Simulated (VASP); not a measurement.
Band structure of MgH$_{2}$ (rutile). These are PW91 GGA, VASP's PBE PAW potentials (set 64) (plane waves; VASP 6.6.1) values and carry that method's errors.

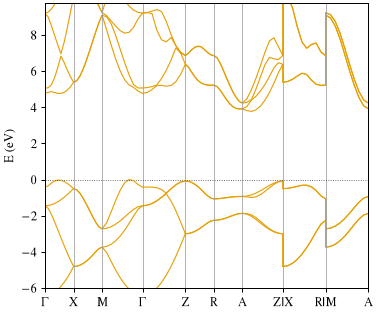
Figure: Bands along high-symmetry lines, zero at the valence-band maximum or, without a gap, the Fermi level

Read the plot: is there a gap, and where are the band edges?

The gap is indirect, 3.77 eV, from the valence maximum at M-Γ at 0.67 to the conduction minimum at A-Z at 0.22. (Edges off the drawn lines would not show.)

The compound is MgH2 in the rutile structure. It was relaxed first.
